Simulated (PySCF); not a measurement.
# F⁻: electron affinity in aug-cc-pVTZ plus 1 even-tempered diffuse shell per l

Wanted: the electron affinity of fluorine, up a ladder of methods.

The numbers are computed with PySCF 2.14.0 (unrestricted determinants in a Gaussian basis, no spin-orbit coupling in the energies), except any that are marked as measured or tabulated.

### 1 The system

```
Element                                   : fluorine (Z = 9)
Basis                                     : aug-cc-pVTZ with one added diffuse shell each of s, p, d, f type (6s5p4d3f, 62 functions)
Hamiltonian                               : no relativity, point nucleus
State 1                                   : F⁻: [Ne], closed-shell 1S
Needed too, but not shown                 : F [He] 2s2 2p5 (2P)
Methods                                   : UHF, LDA, PBE, PBE0, r2SCAN, HSE06, M06, B2PLYP, CAM-B3LYP, MP2
Core shells frozen in the correlated runs : valence: 1s2 (for F⁻)
```

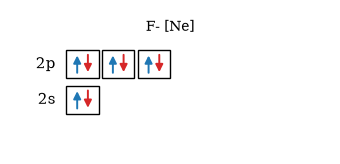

The shells outside the core, filled by Hund's rule for the drawing.

The runs were made by one driver on top of PySCF. The scripts below sum up each run's settings (the driver also hands on starting orbitals that pick excited configurations, and frozen orbitals as a list rather than a count), and the logs come from the driver's own runs. The driver starts from symmetry-adapted Hartree-Fock orbitals, holds the occupation by maximum overlap and uses a logarithmic radial grid for functionals, so a plain start would take other cycles.

The driver's launch:

```console
$ OMP_NUM_THREADS=1 python atomrun2.py TASK.json OUT
```

The integrals over 62 functions and the set-up took 0.27 s of CPU time.

### 2 F⁻

#### UHF

Contents of input.py:

```python
from pyscf import gto, scf, dft, mp, cc
import basis_set_exchange as bse
mol = gto.M(atom="F 0 0 0", charge=-1, spin=0, symmetry="D2h",
            basis=gto.basis.parse(bse.get_basis("aug-cc-pVTZ", elements=["F"], fmt="nwchem", header=False, augment_diffuse=1)))
mf = scf.UHF(mol)
mf.irrep_nelec = {'Ag': (2, 2), 'B1u': (1, 1), 'B2u': (1, 1), 'B3u': (1, 1)}
mf.kernel()
```

Standard output:

```text
damping factor = 0
level_shift factor = 0
DIIS = <class 'pyscf.scf.diis.CDIIS'>
diis_start_cycle = 1
diis_space = 10
diis_damp = 0
SCF conv_tol = 1e-09
SCF conv_tol_grad = None
number electrons alpha = 5  beta = 5
cycle= 1 E= -99.4508157262468  delta_E= -4.02e-12  |g|= 1.08e-06  |ddm|= 4.15e-06
converged SCF energy = -99.4508157262468  <S^2> = -2.6645353e-14  2S+1 = 1
```

CPU time 0.31 s on a shared host, the integrals not counted.

Orbital energies by shell (radii are means over both spins):

```
shell  electrons  mean orbital energy (eV)  spread (eV)  rms radius (bohr)
   1s          2                   -702.98            0              0.204
   2s          2                   -29.284            0               1.15
   2p          6                    -4.927            0               1.49
```

⟨S²⟩ = 0.000, ⟨L²⟩ = 0.00.

#### LDA

input.py differs from the last one in:

```diff
@@ -4,3 +4,3 @@
             basis=gto.basis.parse(bse.get_basis("aug-cc-pVTZ", elements=["F"], fmt="nwchem", header=False, augment_diffuse=1)))
-mf = scf.UHF(mol)
+mf = dft.UKS(mol, xc="LDA,VWN")
 mf.irrep_nelec = {'Ag': (2, 2), 'B1u': (1, 1), 'B2u': (1, 1), 'B3u': (1, 1)}
```

Standard output:

```text
damping factor = 0
level_shift factor = 0
DIIS = <class 'pyscf.scf.diis.CDIIS'>
diis_start_cycle = 1
diis_space = 10
diis_damp = 0
SCF conv_tol = 1e-09
SCF conv_tol_grad = None
number electrons alpha = 5  beta = 5
XC functionals = LDA,VWN
    P. A. M. Dirac.,  Math. Proc. Cambridge Philos. Soc. 26, 376 (1930)
    F. Bloch.,  Z. Phys. 57, 545 (1929)
    S. H. Vosko, L. Wilk, and M. Nusair.,  Can. J. Phys. 58, 1200 (1980)
cycle= 1 E= -99.2042590407373  delta_E= 0.0335  |g|= 0.358  |ddm|= 0.507
cycle= 2 E= -99.0031115092843  delta_E= 0.201  |g|= 0.922  |ddm|= 1.09
cycle= 3 E= -99.2435458546303  delta_E= -0.24  |g|= 0.18  |ddm|= 0.676
cycle= 4 E= -99.256864336651  delta_E= -0.0133  |g|= 0.0129  |ddm|= 0.172
cycle= 5 E= -99.2569052267087  delta_E= -4.09e-05  |g|= 0.00464  |ddm|= 0.00738
cycle= 6 E= -99.2569131279529  delta_E= -7.9e-06  |g|= 0.000323  |ddm|= 0.00373
cycle= 7 E= -99.2569131652528  delta_E= -3.73e-08  |g|= 1.34e-05  |ddm|= 0.000306
cycle= 8 E= -99.2569131653217  delta_E= -6.9e-11  |g|= 4.18e-07  |ddm|= 1.07e-05
converged SCF energy = -99.2569131653217  <S^2> = -2.6645353e-14  2S+1 = 1
```

CPU time 0.27 s on a shared host, the integrals not counted.

At LDA the highest occupied level has a positive energy, so only the finite basis holds that electron; in a density functional this comes from self-interaction and does not mean that the real anion is unbound.

#### PBE

input.py differs from the last one in:

```diff
@@ -4,3 +4,3 @@
             basis=gto.basis.parse(bse.get_basis("aug-cc-pVTZ", elements=["F"], fmt="nwchem", header=False, augment_diffuse=1)))
-mf = dft.UKS(mol, xc="LDA,VWN")
+mf = dft.UKS(mol, xc="PBE")
 mf.irrep_nelec = {'Ag': (2, 2), 'B1u': (1, 1), 'B2u': (1, 1), 'B3u': (1, 1)}
```

Standard output:

```text
damping factor = 0
level_shift factor = 0
DIIS = <class 'pyscf.scf.diis.CDIIS'>
diis_start_cycle = 1
diis_space = 10
diis_damp = 0
SCF conv_tol = 1e-09
SCF conv_tol_grad = None
number electrons alpha = 5  beta = 5
XC functionals = PBE
    J. P. Perdew, K. Burke, and M. Ernzerhof.,  Phys. Rev. Lett. 77, 3865 (1996)
    J. P. Perdew, K. Burke, and M. Ernzerhof.,  Phys. Rev. Lett. 78, 1396 (1997)
    J. P. Perdew, K. Burke, and M. Ernzerhof.,  Phys. Rev. Lett. 77, 3865 (1996)
    J. P. Perdew, K. Burke, and M. Ernzerhof.,  Phys. Rev. Lett. 78, 1396 (1997)
cycle= 1 E= -99.7436096294709  delta_E= 0.0426  |g|= 0.363  |ddm|= 0.54
cycle= 2 E= -99.5377066748224  delta_E= 0.206  |g|= 0.926  |ddm|= 1.11
cycle= 3 E= -99.7843634910468  delta_E= -0.247  |g|= 0.197  |ddm|= 0.67
cycle= 4 E= -99.8007444563961  delta_E= -0.0164  |g|= 0.0154  |ddm|= 0.197
cycle= 5 E= -99.8008103813105  delta_E= -6.59e-05  |g|= 0.00506  |ddm|= 0.00988
cycle= 6 E= -99.8008203130894  delta_E= -9.93e-06  |g|= 0.000289  |ddm|= 0.00426
cycle= 7 E= -99.8008203427525  delta_E= -2.97e-08  |g|= 1.02e-05  |ddm|= 0.000255
cycle= 8 E= -99.8008203427952  delta_E= -4.27e-11  |g|= 4.38e-08  |ddm|= 8.84e-06
converged SCF energy = -99.8008203427952  <S^2> = -2.3092639e-14  2S+1 = 1
```

It used 0.41 s of CPU time after the integrals (shared host).

At PBE the highest occupied level has a positive energy, so only the finite basis holds that electron; in a density functional this comes from self-interaction and does not mean that the real anion is unbound.

#### PBE0

input.py differs from the last one in:

```diff
@@ -4,3 +4,3 @@
             basis=gto.basis.parse(bse.get_basis("aug-cc-pVTZ", elements=["F"], fmt="nwchem", header=False, augment_diffuse=1)))
-mf = dft.UKS(mol, xc="PBE")
+mf = dft.UKS(mol, xc="PBE0")
 mf.irrep_nelec = {'Ag': (2, 2), 'B1u': (1, 1), 'B2u': (1, 1), 'B3u': (1, 1)}
```

Standard output:

```text
damping factor = 0
level_shift factor = 0
DIIS = <class 'pyscf.scf.diis.CDIIS'>
diis_start_cycle = 1
diis_space = 10
diis_damp = 0
SCF conv_tol = 1e-09
SCF conv_tol_grad = None
number electrons alpha = 5  beta = 5
XC functionals = PBE0
    C. Adamo and V. Barone.,  J. Chem. Phys. 110, 6158 (1999)
    M. Ernzerhof and G. E. Scuseria.,  J. Chem. Phys. 110, 5029 (1999)
cycle= 1 E= -99.7891950524938  delta_E= -0.00429  |g|= 0.0767  |ddm|= 0.196
cycle= 2 E= -99.7831276353503  delta_E= 0.00607  |g|= 0.165  |ddm|= 0.195
cycle= 3 E= -99.7913367578278  delta_E= -0.00821  |g|= 0.0121  |ddm|= 0.126
cycle= 4 E= -99.7913885131018  delta_E= -5.18e-05  |g|= 0.00021  |ddm|= 0.0101
cycle= 5 E= -99.7913885315506  delta_E= -1.84e-08  |g|= 1.24e-05  |ddm|= 0.000312
cycle= 6 E= -99.7913885316571  delta_E= -1.07e-10  |g|= 1.04e-06  |ddm|= 3.9e-05
converged SCF energy = -99.7913885316571  <S^2> = -2.4868996e-14  2S+1 = 1
```

It used 0.42 s of CPU time after the integrals (shared host).

#### r2SCAN

input.py differs from the last one in:

```diff
@@ -4,3 +4,3 @@
             basis=gto.basis.parse(bse.get_basis("aug-cc-pVTZ", elements=["F"], fmt="nwchem", header=False, augment_diffuse=1)))
-mf = dft.UKS(mol, xc="PBE0")
+mf = dft.UKS(mol, xc="R2SCAN")
 mf.irrep_nelec = {'Ag': (2, 2), 'B1u': (1, 1), 'B2u': (1, 1), 'B3u': (1, 1)}
```

Standard output:

```text
damping factor = 0
level_shift factor = 0
DIIS = <class 'pyscf.scf.diis.CDIIS'>
diis_start_cycle = 1
diis_space = 10
diis_damp = 0
SCF conv_tol = 1e-09
SCF conv_tol_grad = None
number electrons alpha = 5  beta = 5
XC functionals = R2SCAN
    J. W. Furness, A. D. Kaplan, J. Ning, J. P. Perdew, and J. Sun.,  J. Phys. Chem. Lett. 11, 8208-8215 (2020)
    J. W. Furness, A. D. Kaplan, J. Ning, J. P. Perdew, and J. Sun.,  J. Phys. Chem. Lett. 11, 9248-9248 (2020)
    J. W. Furness, A. D. Kaplan, J. Ning, J. P. Perdew, and J. Sun.,  J. Phys. Chem. Lett. 11, 8208-8215 (2020)
    J. W. Furness, A. D. Kaplan, J. Ning, J. P. Perdew, and J. Sun.,  J. Phys. Chem. Lett. 11, 9248-9248 (2020)
cycle= 1 E= -99.8401879058933  delta_E= -0.00175  |g|= 0.118  |ddm|= 0.26
cycle= 2 E= -99.8155676982046  delta_E= 0.0246  |g|= 0.311  |ddm|= 0.368
cycle= 3 E= -99.8454720726793  delta_E= -0.0299  |g|= 0.0375  |ddm|= 0.232
cycle= 4 E= -99.8460295678795  delta_E= -0.000557  |g|= 0.000421  |ddm|= 0.0336
cycle= 5 E= -99.8460296067173  delta_E= -3.88e-08  |g|= 0.000166  |ddm|= 0.000594
cycle= 6 E= -99.8460296170324  delta_E= -1.03e-08  |g|= 1.69e-06  |ddm|= 0.000164
cycle= 7 E= -99.8460296170339  delta_E= -1.48e-12  |g|= 4.35e-07  |ddm|= 5.23e-06
converged SCF energy = -99.8460296170339  <S^2> = -2.4868996e-14  2S+1 = 1
```

It used 0.69 s of CPU time after the integrals (shared host).

At r2SCAN the highest occupied level has a positive energy, so only the finite basis holds that electron; in a density functional this comes from self-interaction and does not mean that the real anion is unbound.

#### HSE06

input.py differs from the last one in:

```diff
@@ -4,3 +4,3 @@
             basis=gto.basis.parse(bse.get_basis("aug-cc-pVTZ", elements=["F"], fmt="nwchem", header=False, augment_diffuse=1)))
-mf = dft.UKS(mol, xc="R2SCAN")
+mf = dft.UKS(mol, xc="HSE06")
 mf.irrep_nelec = {'Ag': (2, 2), 'B1u': (1, 1), 'B2u': (1, 1), 'B3u': (1, 1)}
```

Standard output:

```text
damping factor = 0
level_shift factor = 0
DIIS = <class 'pyscf.scf.diis.CDIIS'>
diis_start_cycle = 1
diis_space = 10
diis_damp = 0
SCF conv_tol = 1e-09
SCF conv_tol_grad = None
number electrons alpha = 5  beta = 5
XC functionals = HSE06
    J. Heyd, G. E. Scuseria, and M. Ernzerhof.,  J. Chem. Phys. 118, 8207 (2003)
    J. Heyd, G. E. Scuseria, and M. Ernzerhof.,  J. Chem. Phys. 124, 219906 (2006)
    A. V. Krukau, O. A. Vydrov, A. F. Izmaylov, and G. E. Scuseria.,  J. Chem. Phys. 125, 224106 (2006)
cycle= 1 E= -99.7980884539124  delta_E= -0.00374  |g|= 0.0878  |ddm|= 0.215
cycle= 2 E= -99.7877961658283  delta_E= 0.0103  |g|= 0.208  |ddm|= 0.244
cycle= 3 E= -99.8010731845689  delta_E= -0.0133  |g|= 0.0204  |ddm|= 0.156
cycle= 4 E= -99.8012290899986  delta_E= -0.000156  |g|= 3.11e-05  |ddm|= 0.0172
cycle= 5 E= -99.8012290909428  delta_E= -9.44e-10  |g|= 1.55e-05  |ddm|= 7.5e-05
converged SCF energy = -99.8012290909428  <S^2> = -2.6645353e-14  2S+1 = 1
```

It used 0.65 s of CPU time after the integrals (shared host).

At HSE06 the highest occupied level has a positive energy, so only the finite basis holds that electron; in a density functional this comes from self-interaction and does not mean that the real anion is unbound.

#### M06

input.py differs from the last one in:

```diff
@@ -4,3 +4,3 @@
             basis=gto.basis.parse(bse.get_basis("aug-cc-pVTZ", elements=["F"], fmt="nwchem", header=False, augment_diffuse=1)))
-mf = dft.UKS(mol, xc="HSE06")
+mf = dft.UKS(mol, xc="M06")
 mf.irrep_nelec = {'Ag': (2, 2), 'B1u': (1, 1), 'B2u': (1, 1), 'B3u': (1, 1)}
```

Standard output:

```text
damping factor = 0
level_shift factor = 0
DIIS = <class 'pyscf.scf.diis.CDIIS'>
diis_start_cycle = 1
diis_space = 10
diis_damp = 0
SCF conv_tol = 1e-09
SCF conv_tol_grad = None
number electrons alpha = 5  beta = 5
XC functionals = M06
    Y. Zhao and D. G. Truhlar.,  Theor. Chem. Acc. 120, 215 (2008)
    Y. Zhao and D. G. Truhlar.,  Theor. Chem. Acc. 120, 215 (2008)
cycle= 1 E= -99.8483935660431  delta_E= -0.00502  |g|= 0.0512  |ddm|= 0.204
cycle= 2 E= -99.8453412179667  delta_E= 0.00305  |g|= 0.117  |ddm|= 0.159
cycle= 3 E= -99.849639351726  delta_E= -0.0043  |g|= 0.0133  |ddm|= 0.087
cycle= 4 E= -99.8497118069659  delta_E= -7.25e-05  |g|= 0.000527  |ddm|= 0.0152
cycle= 5 E= -99.8497119183986  delta_E= -1.11e-07  |g|= 1.43e-05  |ddm|= 0.000566
cycle= 6 E= -99.8497119185032  delta_E= -1.05e-10  |g|= 9.78e-06  |ddm|= 4.32e-05
converged SCF energy = -99.8497119185032  <S^2> = -2.6645353e-14  2S+1 = 1
```

It used 0.71 s of CPU time after the integrals (shared host).

#### B2PLYP

input.py differs from the last one in:

```diff
@@ -4,3 +4,3 @@
             basis=gto.basis.parse(bse.get_basis("aug-cc-pVTZ", elements=["F"], fmt="nwchem", header=False, augment_diffuse=1)))
-mf = dft.UKS(mol, xc="M06")
+mf = dft.UKS(mol, xc="0.53*HF + 0.47*B88, 0.73*LYP")
 mf.irrep_nelec = {'Ag': (2, 2), 'B1u': (1, 1), 'B2u': (1, 1), 'B3u': (1, 1)}
```

Standard output:

```text
damping factor = 0
level_shift factor = 0
DIIS = <class 'pyscf.scf.diis.CDIIS'>
diis_start_cycle = 1
diis_space = 10
diis_damp = 0
SCF conv_tol = 1e-09
SCF conv_tol_grad = None
number electrons alpha = 5  beta = 5
XC functionals = 0.53*HF + 0.47*B88, 0.73*LYP
    A. D. Becke.,  Phys. Rev. A 38, 3098 (1988)
    C. Lee, W. Yang, and R. G. Parr.,  Phys. Rev. B 37, 785 (1988)
    B. Miehlich, A. Savin, H. Stoll, and H. Preuss.,  Chem. Phys. Lett. 157, 200 (1989)
cycle= 1 E= -99.7473937206715  delta_E= -0.00328  |g|= 0.0216  |ddm|= 0.134
cycle= 2 E= -99.7472691322575  delta_E= 0.000125  |g|= 0.0309  |ddm|= 0.0427
cycle= 3 E= -99.7475430942392  delta_E= -0.000274  |g|= 0.000347  |ddm|= 0.025
cycle= 4 E= -99.7475433897826  delta_E= -2.96e-07  |g|= 0.000235  |ddm|= 0.00146
cycle= 5 E= -99.7475434206766  delta_E= -3.09e-08  |g|= 1.16e-05  |ddm|= 0.000513
cycle= 6 E= -99.7475434208452  delta_E= -1.69e-10  |g|= 1.71e-06  |ddm|= 5.06e-05
converged SCF energy = -99.7475434208452  <S^2> = -2.4868996e-14  2S+1 = 1
```

It used 0.53 s of CPU time after the integrals (shared host).

Script and log cover the SCF part. The PT2 part, added by the driver, -0.35612 hartree before scaling by 0.27, brings the total to -99.843696 hartree.

#### CAM-B3LYP

Contents of input.py:

```python
from pyscf import gto, scf, dft, mp, cc
import basis_set_exchange as bse
mol = gto.M(atom="F 0 0 0", charge=-1, spin=0, symmetry="D2h",
            basis=gto.basis.parse(bse.get_basis("aug-cc-pVTZ", elements=["F"], fmt="nwchem", header=False, augment_diffuse=1)))
mf = dft.UKS(mol, xc="CAMB3LYP")
mf.irrep_nelec = {'Ag': (2, 2), 'B1u': (1, 1), 'B2u': (1, 1), 'B3u': (1, 1)}
mf.kernel()
```

Standard output:

```text
damping factor = 0
level_shift factor = 0
DIIS = <class 'pyscf.scf.diis.CDIIS'>
diis_start_cycle = 1
diis_space = 10
diis_damp = 0
SCF conv_tol = 1e-09
SCF conv_tol_grad = None
number electrons alpha = 5  beta = 5
XC functionals = CAMB3LYP
    T. Yanai, D. P. Tew, and N. C. Handy.,  Chem. Phys. Lett. 393, 51 (2004)
cycle= 1 E= -99.872180804098  delta_E= -0.00947  |g|= 0.0521  |ddm|= 0.239
cycle= 2 E= -99.8707811112517  delta_E= 0.0014  |g|= 0.0907  |ddm|= 0.114
cycle= 3 E= -99.8730725255683  delta_E= -0.00229  |g|= 0.00345  |ddm|= 0.0704
cycle= 4 E= -99.873077804295  delta_E= -5.28e-06  |g|= 0.000665  |ddm|= 0.00457
cycle= 5 E= -99.8730780574323  delta_E= -2.53e-07  |g|= 2.95e-05  |ddm|= 0.00146
cycle= 6 E= -99.8730780614542  delta_E= -4.02e-09  |g|= 5.14e-07  |ddm|= 0.000302
cycle= 7 E= -99.873078061455  delta_E= -7.96e-13  |g|= 1.75e-07  |ddm|= 4.53e-06
converged SCF energy = -99.873078061455  <S^2> = -2.5757174e-14  2S+1 = 1
```

CPU time 0.74 s on a shared host, the integrals not counted.

### 3 F⁻, continued

#### MP2 (valence)

Edit input.py of step 2 so:

```diff
@@ -4,4 +4,5 @@
             basis=gto.basis.parse(bse.get_basis("aug-cc-pVTZ", elements=["F"], fmt="nwchem", header=False, augment_diffuse=1)))
-mf = dft.UKS(mol, xc="CAMB3LYP")
+mf = scf.UHF(mol)
 mf.irrep_nelec = {'Ag': (2, 2), 'B1u': (1, 1), 'B2u': (1, 1), 'B3u': (1, 1)}
 mf.kernel()
+mp.UMP2(mf, frozen=1).kernel()
```

This step left no log, only its results.

It used 0.1 s of CPU time after the integrals (shared host).

With 8 electrons correlated, the MP2 correlation energy is -0.29581 hartree (-0.07843 same spin, -0.21738 opposite spin); the SCS form gives -0.28700. Largest pairs of shells: 2p-2p -0.2094, 2s-2p -0.0761, 2s-2s -0.0103.

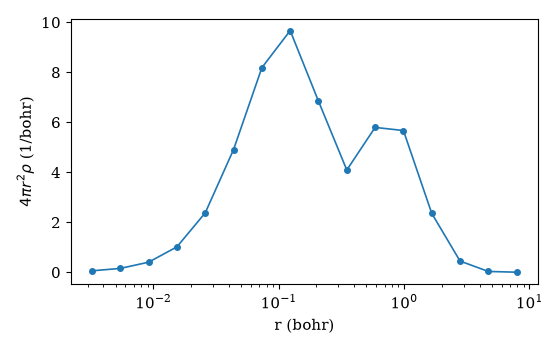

Radial density 4πr²ρ of F⁻ at UHF, at 16 stored radii joined by straight lines.

### 4 The energy differences

Electron affinity: F⁻ [Ne] (1S) → F [He] 2s2 2p5 (2P).

```
           method  value (eV)  error (eV)
              UHF       1.195      -2.223
              LDA       4.149      +0.731
              PBE       3.684      +0.265
             PBE0       3.252      -0.166
           r2SCAN       3.329      -0.089
            HSE06       3.250      -0.168
              M06       3.390      -0.028
           B2PLYP       3.459      +0.041
        CAM-B3LYP       3.542      +0.124
    MP2 (valence)       3.653      +0.234
SCS-MP2 (valence)       3.467      +0.049
```

Reference: 3.401 eV (measured; CRC Handbook (2014) and Andersen, Phys. Rep. 394, 157 (2004), with later updates, as tabulated in the mendeleev Python package). A first-order spin-orbit estimate (lowest level to lowest level, LS coupling) adds -0.017 eV; the last energy column includes it. Errors of the correlated levels include the incompleteness of this basis. In the anion the highest occupied orbital energy is positive at LDA, PBE, r2SCAN, HSE06, a self-interaction effect; the basis confines that electron, and the energy difference can still be sensible.

The differences also use runs on F [He] 2s2 2p5 (2P), which are not shown here.

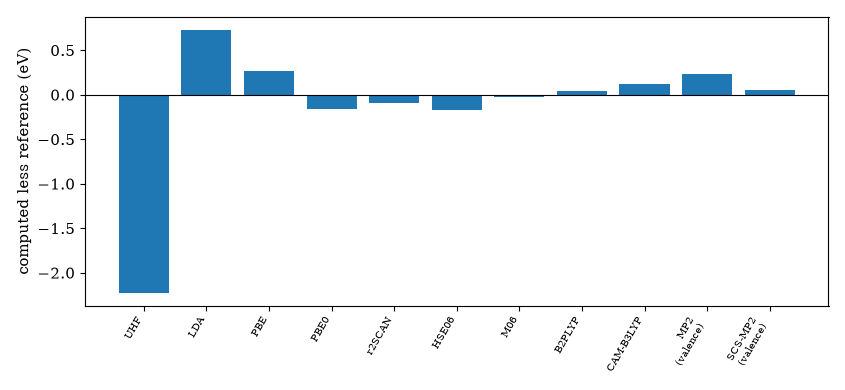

Computed less reference values by method, spin-orbit estimate included.

### 5 What came out

| quantity | value |
| --- | --- |
| electron affinity, F | UHF 1.195, MP2 (valence) 3.653 eV; reference 3.401 |

Each level's miss (mean over 1 difference):

```
           method  mean absolute miss against the measured value (with the measured fine structure taken into account where it is known) (eV)
              UHF                                                                                                                       2.223
              LDA                                                                                                                       0.731
              PBE                                                                                                                       0.265
             PBE0                                                                                                                       0.166
           r2SCAN                                                                                                                       0.089
            HSE06                                                                                                                       0.168
              M06                                                                                                                       0.028
           B2PLYP                                                                                                                       0.041
        CAM-B3LYP                                                                                                                       0.124
    MP2 (valence)                                                                                                                       0.234
SCS-MP2 (valence)                                                                                                                       0.049
```

In words: Against experiment M06 comes closest (off by 0.03 eV), level with B2PLYP and UHF is farthest (2.22 eV). Hartree-Fock falls short because the species with more electrons holds more correlation energy, which it lacks. PBE is off by +0.27 eV. The basis is finite, and no extrapolation was made.
